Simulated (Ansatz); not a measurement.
MgO: x(C) = 0.75, 8 atoms, Pmmm

The parent structure is MgO in the rock salt structure (space group Fm-3m, No. 225; a = 4.2141 Å).

The other end (x = 1) is MgC in the rock salt structure (space group Fm-3m, No. 225; a hypothetical phase, not in the database extracts checked): 12.03 Å³/atom, gap zero; this end may not be an ambient phase.

It is then changed as follows: a fraction x = 0.75 of the O sites is given to C, ordered in a cell of 8 atoms (starting symmetry Pmmm) and fully relaxed.

The values are results of PBEsol (Ansatz, a program for electronic structure; PAW; 420 eV plane waves; no spin-orbit coupling), not measurements. Γ-centred 16×10×7 mesh, Fermi–Dirac width 0.05 eV, for the changed cell.

- Volume per atom: 11.33 Å³ (base 9.35 Å³)
- Density: 2.73 g/cm³ (base 3.58 g/cm³)
- Shortest interatomic distance: 2.098 Å (base 2.107 Å)
- Band gap: zero (base 4.62 eV)
- Mixing energy: +0.06 eV/atom (to 0.01 eV only: unlike meshes or grids) (against an end that may be hypothetical)
- Deviation of the volume from the linear (Vegard-type) interpolation: -0.3 %
- Mean first-shell distances: O–Mg 2.160 Å (end compound 2.107 Å), C–Mg 2.288 Å (end compound 2.291 Å)

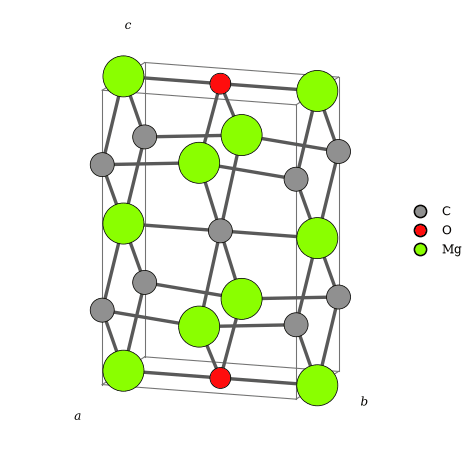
Figure. The relaxed conventional cell after the change

These are small ordered cells, not random alloys; other orderings at the same x differ. Whether these cells are dynamically stable was not tested. All final runs are without spin polarisation. Mg4C3O has a high density of states at the Fermi level and may be magnetic at this level.
